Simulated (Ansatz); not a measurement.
# MgBrCl + SiH4: a complex and its separated parts, part 2 of 2

Ansatz 0.2.0, Gaussian basis.

### Step 13. CAM-B3LYP-D4/def2-TZVPP

The inputs:

parta/in.yaml

```yaml
crystal:
  periodic: [false, false, false]
  atoms:
    - {symbol: Mg, position_ang: [-0.594394, -1.969097, 0.595534]}
    - {symbol: Br, position_ang: [0.292692, -2.404693, 2.693092]}
    - {symbol: Cl, position_ang: [-1.424629, -1.561476, -1.367544]}
basis:
  gaussian: {orbitals: def2-TZVPP}
hamiltonian: {xc: {name: CAM-B3LYP}, dispersion: d4}
```

partb/in.yaml

```yaml
crystal:
  periodic: [false, false, false]
  atoms:
    - {symbol: H, position_ang: [0.336622, 0.097957, 0.624607]}
    - {symbol: Si, position_ang: [0.345330, 1.187108, -0.384139]}
    - {symbol: H, position_ang: [0.957076, 0.690869, -1.642449]}
    - {symbol: H, position_ang: [1.135101, 2.333743, 0.131215]}
    - {symbol: H, position_ang: [-1.047700, 1.625788, -0.650317]}
basis:
  gaussian: {orbitals: def2-TZVPP}
hamiltonian: {xc: {name: CAM-B3LYP}, dispersion: d4}
```

Each run has its own folder and the same command.

The run is started by

```console
> ansatz run in.yaml --threads 8 --pin off --events-out ev --progress --plain --max-ram 19148MiB
```

Output in parta (excerpt; [...] marks lines left out):

```text
Functional definition: CAM-B3LYP
  name "CAM-B3LYP"
  cite "Yanai, Tew & Handy, Chem. Phys. Lett. 393, 51 (2004) doi:10.1016/j.cplett.2004.06.011"
  cite "Iikura, Tsuneda, Yanai & Hirao, J. Chem. Phys. 115, 3540 (2001) doi:10.1063/1.1383587"
  cite "Becke, Phys. Rev. A 38, 3098 (1988) doi:10.1103/PhysRevA.38.3098"
  cite "Lee, Yang & Parr, Phys. Rev. B 37, 785 (1988) doi:10.1103/PhysRevB.37.785"
[...]
1014 factors; their error is unknown
198 factors; integrals over basis functions are off by at most 4.1e-5 eV
[...]
mean field -88021.88267782 eV, -3234.7445250349 hartree, gradient 2.1e-5 eV, S^2 0.000000; 0 other end points of the search recorded, 0 dependent functions left out
reference -88021.88278520 eV, -3234.7445289811 hartree; 32, 32 occupied and 90, 90 virtual orbitals, 1014 factors
Total energy: -88021.93330931 eV, -3234.7463857078 hartree
```

Log of partb (excerpt; [...] marks lines left out):

```text
[... 6 set-up lines as earlier in the session ...]
[...]
  # Exact exchange under (alpha + beta erf(omega r))/r, Becke's under what is left of 1/r.
[...]
527 factors; their error is unknown
147 factors; integrals over basis functions are off by at most 1.1e-5 eV
[...]
mean field -7942.76498283 eV, -291.8912293196 hartree, gradient 9.0e-6 eV, S^2 0.000000; 0 other end points of the search recorded, 0 dependent functions left out
reference -7942.76508530 eV, -291.8912330851 hartree; 9, 9 occupied and 89, 89 virtual orbitals, 527 factors
Total energy: -7942.79925438 eV, -291.8924887759 hartree
```

Wall times: 0.8 s (parta), 0.3 s (partb) on 8 threads of Arm Neoverse V1, shared host.

### Step 14. wB97X-V/def2-TZVPP

The same edit goes into each in.yaml of step 13 (parta, partb):

```diff
-hamiltonian: {xc: {name: CAM-B3LYP}, dispersion: d4}
+hamiltonian: {xc: {name: wB97X-V}}
```

The same command starts each run, in its folder.

The run is started by

```console
> ansatz run in.yaml --threads 8 --pin off --events-out ev --progress --plain --max-ram 19148MiB
```

parta printed (excerpt; [...] marks lines left out):

```text
Functional definition: wB97X-V
  name "wB97X-V"
  cite "Mardirossian & Head-Gordon, Phys. Chem. Chem. Phys. 16, 9904 (2014) doi:10.1039/C3CP54374A"
[... 2 set-up lines as earlier in the session ...]
[...]
      + integral(e_c_pw_opposite_spin*poly(b97_u_opposite, cos0, cos1)) + vv10(b, c)
1011 factors; their error is unknown
166 factors; integrals over basis functions are off by at most 5.6e-5 eV
[...]
mean field -88008.79143276 eV, -3234.2634306526 hartree, gradient 2.0e-5 eV, S^2 0.000000; 0 other end points of the search recorded, 0 dependent functions left out
reference -88008.79143108 eV, -3234.2634305906 hartree; 32, 32 occupied and 90, 90 virtual orbitals, 1011 factors
Total energy: -88008.79143108 eV, -3234.2634305906 hartree
```

Log of partb (excerpt; [...] marks lines left out):

```text
[... 5 set-up lines as earlier in the session ...]
[...]
      + integral(e_c_pw_opposite_spin*poly(b97_u_opposite, cos0, cos1)) + vv10(b, c)
527 factors; their error is unknown
136 factors; integrals over basis functions are off by at most 1.1e-5 eV
[...]
mean field -7941.38122572 eV, -291.8403771836 hartree, gradient 2.9e-5 eV, S^2 0.000000; 0 other end points of the search recorded, 0 dependent functions left out
reference -7941.38122398 eV, -291.8403771197 hartree; 9, 9 occupied and 89, 89 virtual orbitals, 527 factors
Total energy: -7941.38122398 eV, -291.8403771197 hartree
```

They took 1.6 s (parta), 0.65 s (partb) on 8 threads of Arm Neoverse V1, shared host.

### Step 15. wB97M-V/def2-TZVPP

The same edit goes into each in.yaml of step 14 (parta, partb):

```diff
-hamiltonian: {xc: {name: wB97X-V}}
+hamiltonian: {xc: {name: wB97M-V}}
```

One command serves all of them, each in its own folder.

The run is started by

```console
> ansatz run in.yaml --threads 8 --pin off --events-out ev --progress --plain --max-ram 19148MiB
```

Log of parta (excerpt; [...] marks lines left out):

```text
Functional definition: wB97M-V
  name "wB97M-V"
  cite "Mardirossian & Head-Gordon, J. Chem. Phys. 144, 214110 (2016) doi:10.1063/1.4952647"
[... 2 set-up lines as earlier in the session ...]
  # Of w^i u^j: cxij and so on, Table III.
[...]
  gx(w, u) = 1 - cx + cx01*u + cx10*w
[...]
      + integral(e_c_pw_mod_opposite_spin*gos(b97_w_opposite, b97_u_opposite)) + vv10(b, c)
1006 factors; their error is unknown
166 factors; integrals over basis functions are off by at most 5.6e-5 eV
[...]
mean field -88013.26819254 eV, -3234.4279485400 hartree, gradient 8.3e-5 eV, S^2 0.000000; 0 other end points of the search recorded, 0 dependent functions left out
reference -88013.26823360 eV, -3234.4279500487 hartree; 32, 32 occupied and 90, 90 virtual orbitals, 1006 factors
Total energy: -88013.26823360 eV, -3234.4279500487 hartree
```

Output in partb (excerpt; [...] marks lines left out):

```text
[... 5 set-up lines as earlier in the session ...]
  # Of w^i u^j: cxij and so on, Table III.
[...]
  gx(w, u) = 1 - cx + cx01*u + cx10*w
[...]
      + integral(e_c_pw_mod_opposite_spin*gos(b97_w_opposite, b97_u_opposite)) + vv10(b, c)
527 factors; their error is unknown
136 factors; integrals over basis functions are off by at most 1.1e-5 eV
[...]
mean field -7941.54404594 eV, -291.8463607165 hartree, gradient 4.9e-5 eV, S^2 0.000000; 0 other end points of the search recorded, 0 dependent functions left out
reference -7941.54408833 eV, -291.8463622743 hartree; 9, 9 occupied and 89, 89 virtual orbitals, 527 factors
Total energy: -7941.54408833 eV, -291.8463622743 hartree
```

They took 2 s (parta), 0.7 s (partb) on 8 threads of Arm Neoverse V1, shared host.

### Step 16. B2PLYP/def2-TZVPP

The same edit goes into each in.yaml of step 15 (parta, partb):

```diff
-hamiltonian: {xc: {name: wB97M-V}}
+hamiltonian: {xc: {name: B2PLYP}}
```

The same command starts each run, in its folder.

The run is started by

```console
> ansatz run in.yaml --threads 8 --pin off --events-out ev --progress --plain --max-ram 19148MiB
```

Output in parta (excerpt; [...] marks lines left out):

```text
Functional definition: B2PLYP
  name "B2PLYP"
  cite "Grimme, J. Chem. Phys. 124, 034108 (2006) doi:10.1063/1.2148954"
[... 2 set-up lines as earlier in the session ...]
[...]
852 factors; integrals over basis functions are off by at most 1.1e-3 eV
[...]
mean field -87996.75867932 eV, -3233.8212351195 hartree, gradient 2.9e-6 eV, S^2 0.000000; 0 other end points of the search recorded, 0 dependent functions left out
15 core orbitals not correlated: weight in the atoms' cores, before any rotation towards them, 1.000 or more for the frozen orbitals, at most 0.000 for the correlated occupied ones
reference -87996.75881895 eV, -3233.8212402511 hartree; 17, 17 occupied and 90, 90 virtual orbitals, 852 factors
second order -20.74785877 eV of doubles, -0.00000000 eV of singles
Total energy: -88002.36074082 eV, -3234.0271070827 hartree
```

partb printed (excerpt; [...] marks lines left out):

```text
[... 5 set-up lines as earlier in the session ...]
[...]
537 factors; integrals over basis functions are off by at most 7.8e-4 eV
[...]
mean field -7937.89730999 eV, -291.7123456422 hartree, gradient 2.6e-6 eV, S^2 0.000000; 0 other end points of the search recorded, 0 dependent functions left out
5 core orbitals not correlated: weight in the atoms' cores, before any rotation towards them, 1.000 or more for the frozen orbitals, at most 0.000 for the correlated occupied ones
reference -7937.89744314 eV, -291.7123505353 hartree; 4, 4 occupied and 89, 89 virtual orbitals, 537 factors
second order -4.78237487 eV of doubles, -0.00000000 eV of singles
Total energy: -7939.18868436 eV, -291.7598027748 hartree
```

Wall times: 1.1 s (parta), 0.35 s (partb) on 8 threads of Arm Neoverse V1, shared host.

### Step 17. PBE-QIDH/def2-TZVPP

Each input of step 16 (parta, partb) changes in the same lines:

```diff
-hamiltonian: {xc: {name: B2PLYP}}
+hamiltonian: {xc: {name: PBE-QIDH}}
```

One command serves all of them, each in its own folder.

The run is started by

```console
> ansatz run in.yaml --threads 8 --pin off --events-out ev --progress --plain --max-ram 19148MiB
```

parta printed (excerpt; [...] marks lines left out):

```text
Functional definition: PBE-QIDH
  name "PBE-QIDH"
  cite "Brémond, Sancho-García, Pérez-Jiménez & Adamo, J. Chem. Phys. 141, 031101 (2014) doi:10.1063/1.4890314"
[... 1 set-up line as earlier in the session ...]
[...]
852 factors; integrals over basis functions are off by at most 1.1e-3 eV
[...]
mean field -87984.89423439 eV, -3233.3852248103 hartree, gradient 3.8e-6 eV, S^2 0.000000; 0 other end points of the search recorded, 0 dependent functions left out
15 core orbitals not correlated: weight in the atoms' cores, before any rotation towards them, 1.000 or more for the frozen orbitals, at most 0.000 for the correlated occupied ones
reference -87984.89424524 eV, -3233.3852252092 hartree; 17, 17 occupied and 90, 90 virtual orbitals, 852 factors
second order -19.49519056 eV of doubles, -0.00000000 eV of singles
Total energy: -87991.39264209 eV, -3233.6240368888 hartree
```

Output in partb (excerpt; [...] marks lines left out):

```text
[... 4 set-up lines as earlier in the session ...]
[...]
537 factors; integrals over basis functions are off by at most 7.8e-4 eV
[...]
mean field -7935.34619141 eV, -291.6185937635 hartree, gradient 4.6e-6 eV, S^2 0.000000; 0 other end points of the search recorded, 0 dependent functions left out
5 core orbitals not correlated: weight in the atoms' cores, before any rotation towards them, 1.000 or more for the frozen orbitals, at most 0.000 for the correlated occupied ones
reference -7935.34620199 eV, -291.6185941521 hartree; 4, 4 occupied and 89, 89 virtual orbitals, 537 factors
second order -4.44766319 eV of doubles, -0.00000000 eV of singles
Total energy: -7936.82875638 eV, -291.6730770213 hartree
```

They took 1 s (parta), 0.35 s (partb) on 8 threads of Arm Neoverse V1, shared host.

### Step 18. RPA on PBE/def2-TZVPP

The same edit goes into each in.yaml of step 17 (parta, partb):

```diff
-hamiltonian: {xc: {name: PBE-QIDH}}
+hamiltonian: {xc: pbe}
+correlation: {method: rpa}
```

The same command starts each run, in its folder.

The run is started by

```console
> ansatz run in.yaml --threads 8 --pin off --events-out ev --progress --plain --max-ram 19148MiB
```

parta printed (excerpt; [...] marks lines left out):

```text
[... 4 set-up lines as earlier in the session ...]
[...]
852 factors; integrals over basis functions are off by at most 1.1e-3 eV
[...]
mean field -87998.88456945 eV, -3233.8993601411 hartree, gradient 3.4e-6 eV, S^2 0.000000; 0 other end points of the search recorded, 0 dependent functions left out
15 core orbitals not correlated: weight in the atoms' cores, before any rotation towards them, 1.000 or more for the frozen orbitals, at most 0.000 for the correlated occupied ones
reference -87938.39898856 eV, -3231.6765560419 hartree; 17, 17 occupied and 90, 90 virtual orbitals, 852 factors
Total energy: -87965.45869172 eV, -3232.6709817912 hartree
```

Log of partb (excerpt; [...] marks lines left out):

```text
[... 4 set-up lines as earlier in the session ...]
[...]
537 factors; integrals over basis functions are off by at most 7.8e-4 eV
[...]
mean field -7938.15278707 eV, -291.7217342517 hartree, gradient 5.9e-7 eV, S^2 0.000000; 0 other end points of the search recorded, 0 dependent functions left out
5 core orbitals not correlated: weight in the atoms' cores, before any rotation towards them, 1.000 or more for the frozen orbitals, at most 0.000 for the correlated occupied ones
reference -7925.04986225 eV, -291.2402106460 hartree; 4, 4 occupied and 89, 89 virtual orbitals, 537 factors
Total energy: -7933.57989183 eV, -291.5536834513 hartree
```

Wall times: 0.9 s (parta), 0.35 s (partb) on 8 threads of Arm Neoverse V1, shared host.

### Step 19. CCSD(T)/def2-TZVPP

Each input of step 18 (parta, partb) changes in the same lines:

```diff
-hamiltonian: {xc: pbe}
-correlation: {method: rpa}
+correlation: {method: ccsd_t}
```

One command serves all of them, each in its own folder.

The run is started by

```console
> ansatz run in.yaml --threads 8 --pin off --events-out ev --progress --plain --max-ram 19148MiB
```

parta printed (excerpt; [...] marks lines left out):

```text
Functional definition: HF
  name "HF"
  cite "Fock, Z. Phys. 61, 126 (1930) doi:10.1007/BF01340294"
[... 1 set-up line as earlier in the session ...]
[...]
852 factors; integrals over basis functions are off by at most 1.1e-3 eV
[...]
mean field -87939.24173906 eV, -3231.7075265517 hartree, gradient 1.9e-6 eV, S^2 0.000000; 0 other end points of the search recorded, 0 dependent functions left out
15 core orbitals not correlated: weight in the atoms' cores, before any rotation towards them, 1.000 or more for the frozen orbitals, at most 0.000 for the correlated occupied ones
reference -87939.24173906 eV, -3231.7075265517 hartree; 17, 17 occupied and 90, 90 virtual orbitals, 852 factors
second order -17.68851231 eV of doubles, -0.00000000 eV of singles
cycle   1  -18.10643268 eV  change   -4.2e-1 eV  update   6.0e-2
[...]
cycle   8  -18.41970772 eV  change   -2.4e-5 eV  update   1.8e-5
perturbative correction -0.53162630 eV, -0.0195369060 hartree
Total energy: -87958.19307308 eV, -3232.4039752311 hartree
```

partb printed (excerpt; [...] marks lines left out):

```text
[... 4 set-up lines as earlier in the session ...]
[...]
537 factors; integrals over basis functions are off by at most 7.8e-4 eV
[...]
mean field -7925.54426576 eV, -291.2583796400 hartree, gradient 1.8e-6 eV, S^2 0.000000; 0 other end points of the search recorded, 0 dependent functions left out
5 core orbitals not correlated: weight in the atoms' cores, before any rotation towards them, 1.000 or more for the frozen orbitals, at most 0.000 for the correlated occupied ones
reference -7925.54426576 eV, -291.2583796400 hartree; 4, 4 occupied and 89, 89 virtual orbitals, 537 factors
second order -3.90715804 eV of doubles, -0.00000000 eV of singles
cycle   1  -4.49743079 eV  change   -5.9e-1 eV  update   5.5e-2
[...]
cycle   8  -4.71914474 eV  change   -5.0e-7 eV  update   3.7e-6
perturbative correction -0.10443983 eV, -0.0038380931 hartree
Total energy: -7930.36785034 eV, -291.4356431037 hartree
```

Wall times: 2.4 s (parta), 0.4 s (partb) on 8 threads of Arm Neoverse V1, shared host.

### Step 20. Vibrations of MgBrCl

Contents of vib-parta/in.yaml:

```yaml
crystal:
  periodic: [false, false, false]
  atoms:
    - {symbol: Mg, position_ang: [-0.594394, -1.969097, 0.595534]}
    - {symbol: Br, position_ang: [0.292692, -2.404693, 2.693092]}
    - {symbol: Cl, position_ang: [-1.424629, -1.561476, -1.367544]}
basis:
  gaussian: {orbitals: def2-TZVP}
hamiltonian: {xc: pbe0, dispersion: d4}
phonons: {temperatures: {t_min: 298.15, t_max: 900, t_step: 200}}
```

The run is started by

```console
> ansatz run in.yaml --threads 8 --pin off --events-out ev --progress --plain --max-ram 19148MiB
```

Standard output (excerpt; [...] marks lines left out):

```text
[... 5 set-up lines as earlier in the session ...]
[...]
969 factors; their error is unknown
[...]
mean field -88002.91617783 eV, -3234.0475190163 hartree, gradient 5.1e-5 eV, S^2 0.000000; 0 other end points of the search recorded, 0 dependent functions left out
[...]
Total energy: -88002.96338552 eV, -3234.0492538670 hartree
Atom 0 at    -0.594394    -1.969097     0.595534 Å, force     0.000056    -0.000050     0.000153 eV/Å
Atom 1 at     0.292692    -2.404693     2.693092 Å, force    -0.000006     0.000014    -0.000024 eV/Å
Atom 2 at    -1.424629    -1.561476    -1.367544 Å, force    -0.000050     0.000036    -0.000129 eV/Å
Dipole moment:     0.014136    -0.006912     0.033400 e Å
Vibrations: 101.59 101.59 254.93 581.43 cm⁻¹, zero-point energy 0.064443 eV
```

It took 11 s on 8 threads of Arm Neoverse V1, shared host.

The modes, with what each moves most:

```tsv
mode	wavenumber (cm⁻¹)	character
1	102	bend
2	102	bend
3	255	Mg–Br and Mg–Cl stretch
4	581	Mg–Cl and Mg–Br stretch
```

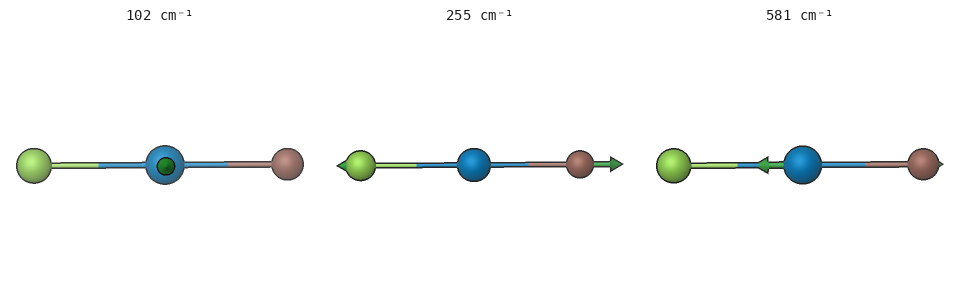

How the atoms move in 3 of the modes.

Vibrational sums (real modes only):

```tsv
T (K)	entropy (J/mol/K)	heat capacity (J/mol/K)
298	37.8	28.1
498	53.0	31.1
698	63.7	32.1
898	71.9	32.5
```

### Step 21. Vibrations of SiH4

Contents of vib-partb/in.yaml:

```yaml
crystal:
  periodic: [false, false, false]
  atoms:
    - {symbol: H, position_ang: [0.336622, 0.097957, 0.624607]}
    - {symbol: Si, position_ang: [0.345330, 1.187108, -0.384139]}
    - {symbol: H, position_ang: [0.957076, 0.690869, -1.642449]}
    - {symbol: H, position_ang: [1.135101, 2.333743, 0.131215]}
    - {symbol: H, position_ang: [-1.047700, 1.625788, -0.650317]}
basis:
  gaussian: {orbitals: def2-TZVP}
hamiltonian: {xc: pbe0, dispersion: d4}
phonons: {temperatures: {t_min: 298.15, t_max: 900, t_step: 200}}
```

The run is started by

```console
> ansatz run in.yaml --threads 8 --pin off --events-out ev --progress --plain --max-ram 19148MiB
```

Standard output (excerpt; [...] marks lines left out):

```text
[... 5 set-up lines as earlier in the session ...]
[...]
444 factors; their error is unknown
[...]
mean field -7939.08539896 eV, -291.7560071063 hartree, gradient 2.9e-5 eV, S^2 0.000000; 0 other end points of the search recorded, 0 dependent functions left out
[...]
Atom 2 at     0.957076     0.690869    -1.642449 Å, force     0.001234    -0.001079    -0.003586 eV/Å
Atom 3 at     1.135101     2.333743     0.131215 Å, force     0.001346     0.000932     0.001842 eV/Å
Atom 4 at    -1.047700     1.625788    -0.650317 Å, force    -0.003569     0.001161    -0.001209 eV/Å
Dipole moment:     0.000044     0.000012     0.000077 e Å
Vibrations: 906.49 906.57 906.61 968.32 968.55 2236.25 2245.73 2245.96 2246.07 cm⁻¹, zero-point energy 0.844986 eV
```

It took 2.2 s on 8 threads of Arm Neoverse V1, shared host.

Wavenumbers and character of the modes:

```tsv
mode	wavenumber (cm⁻¹)	character
1	906	bend
2	907	bend
3	907	bend
4	968	bend
5	969	bend
6	2236	Si–H stretch
7	2246	Si–H stretch
8	2246	Si–H stretch
9	2246	Si–H stretch
```

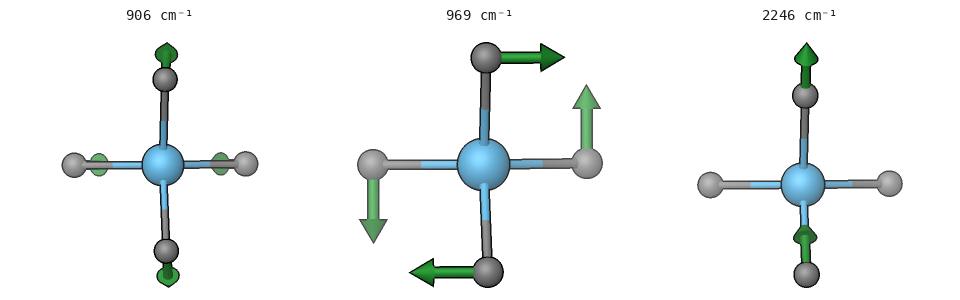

Displacements of 3 modes, as arrows.

Vibrational sums (real modes only):

```tsv
T (K)	entropy (J/mol/K)	heat capacity (J/mol/K)
298	2.6	9.7
498	11.5	25.7
698	22.2	38.0
898	32.9	47.1
```

### Step 22. Complex less separated parts

The complex's own energies come from single points at the same levels.

Rows are in def2-TZVPP; times add the 3 runs of a level on a shared host, so small differences are noise.

Differences are taken before rounding.

```tsv
method	rung	complex less parts (kcal/mol)	from CCSD(T) (kcal/mol)	time
SPW92	LDA	-8.9	-3.3	1.2 s
PBE-D4	GGA	-6.4	-0.9	1.9 s
BLYP-D4	GGA	-5.5	+0.1	2 s
r2SCAN-D4	meta-GGA	-6.4	-0.8	4.7 s
B97M-V	meta-GGA	-6.2	-0.7	7.9 s
PBE0-D4	hybrid	-6.4	-0.8	3.1 s
B3LYP-D4	hybrid	-5.8	-0.2	2.8 s
r2SCAN0-D4	hybrid	-6.4	-0.8	5.4 s
BHLYP-D4	hybrid	-6.3	-0.7	2.7 s
CAM-B3LYP-D4	range-separated hybrid	-5.7	-0.1	3.2 s
wB97X-V	range-separated hybrid	-5.8	-0.3	7.2 s
wB97M-V	range-separated hybrid	-6.0	-0.4	8.7 s
B2PLYP	double hybrid	-4.0	+1.6	4.5 s
PBE-QIDH	double hybrid	-5.4	+0.1	4.6 s
RPA on PBE	RPA	-4.9	+0.6	4.1 s
Hartree-Fock	wavefunction	-1.6	+4.0	
MP2	wavefunction	-5.8	-0.2	
CCSD	wavefunction	-5.1	+0.5	
CCSD(T)	wavefunction	-5.6	0	91 s
```

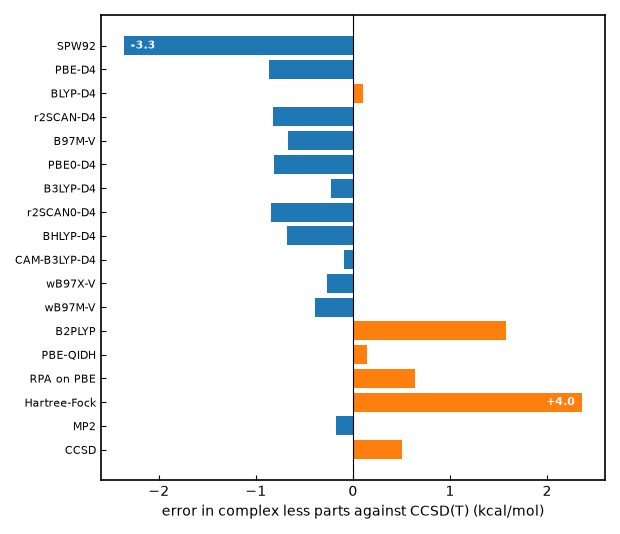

Deviations from CCSD(T), method by method. Bars with a number in them are cut short.

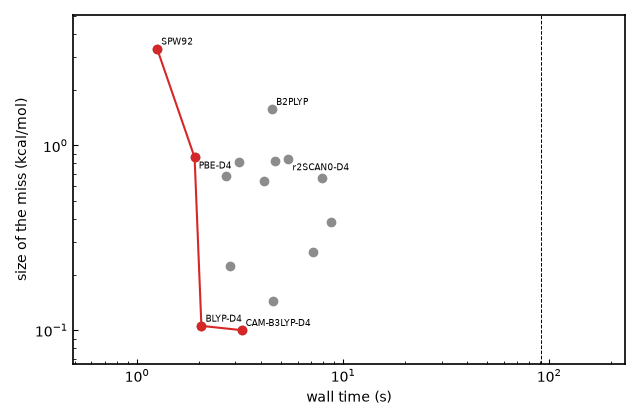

Accuracy for the time spent; red marks the levels that beat every quicker one drawn (of those quicker than the yardstick), and the dashed line is the time of CCSD(T). Only those levels and the largest misses are named. Misses under 0.1 kcal/mol are drawn at that value. Times are from a shared host.

For cost: CAM-B3LYP-D4 gets within 0.1 kcal/mol in 3.2 s, where CCSD(T) took 91 s; the quickest level in the cost chart, SPW92, takes 1.2 s and misses by 3.3 kcal/mol.

The complex's zero-point energy, from a separate PBE0-D4 run, is 0.956 eV.

### Step 23. Summary of results

The summary covers parts 1 to 2.

| quantity | value |
| --- | --- |
| complex less parts, CCSD(T)/def2-TZVPP | -5.6 kcal/mol |
| with zero-point energy | -4.5 kcal/mol |
| largest T1 diagnostic | 0.011 |

**Reading.** At CCSD(T) the complex lies 5.6 kcal/mol below its parts. CAM-B3LYP-D4 is the best functional here (-0.1 kcal/mol from CCSD(T)); SPW92 is the worst (-3.3 kcal/mol). BLYP-D4, PBE-QIDH are as near within the digits shown. By rung, the mean size of the error is: LDA 3.3, GGA 0.5, meta-GGA 0.7, hybrid 0.6, range-separated hybrid 0.2, double hybrid 0.9 kcal/mol. The double hybrids carry no dispersion term here, unlike the levels marked D4 or V. PBE-D4 gives a relative energy 0.9 kcal/mol too low, inside chemical accuracy (1 kcal/mol). No counterpoise was applied, and triple zeta lacks some correlation, so the CCSD(T) reference has a basis error of its own, and close matches with it are partly luck.
